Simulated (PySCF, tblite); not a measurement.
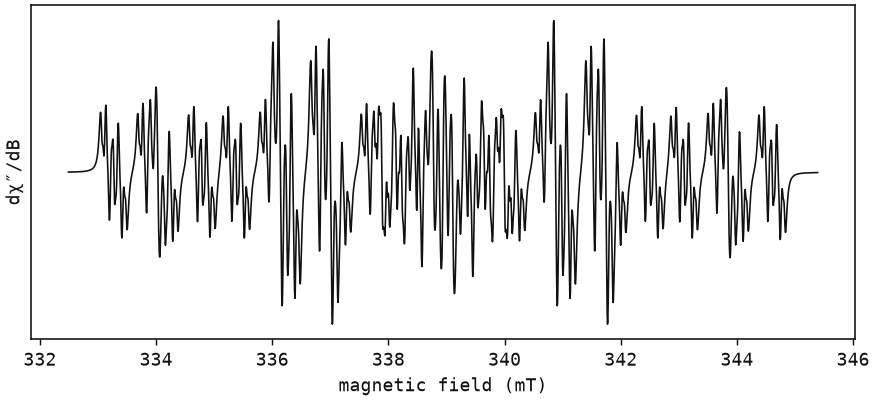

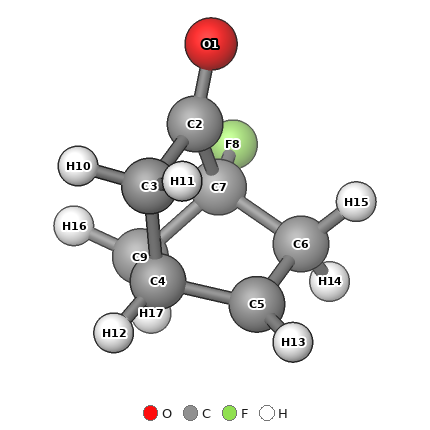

First-order isotropic EPR spectrum (fast tumbling, first derivative) of C₇H₈FO, SMILES O=C1C[C@@H]2[CH]C[C@@]1(F)C2, doublet at 9.50 GHz, Lorentzian lines of 0.07 mT full width at half height, from computed g and hyperfine couplings (B3LYP/pcH-1 with PySCF, at a GFN2-xTB geometry (a minimum by its frequencies), gas phase); values of one conformer, averaged over methyl-type rotors alone; no vibrational averaging; dilute isotopes left out. The SMILES is one Lewis form and needn't show where the spin sits.

### Which couplings does the calculation give? The spectrum shows the sizes of those above the line width, not their signs.

```csv
nuclei,isotope,a (mT),a (MHz)
H14,¹H,4.74,132.8
H15,¹H,2.98,83.5
H13,¹H,−2.11,−59.2
H10,¹H,0.88,24.6
H12,¹H,0.64,18.0
H16,¹H,0.21,6.0
F8,¹⁹F,−0.10,−2.7
H11,¹H,−0.08,−2.2
H17,¹H,−0.04,−1.0
```

### What is the g value, and how wide is the spectrum?

g_iso = 2.0026, which centres the spectrum at 338.9 mT; it spans 11.8 mT.

Caveats: the tight-binding geometry is rougher than a DFT one and adds to the error.
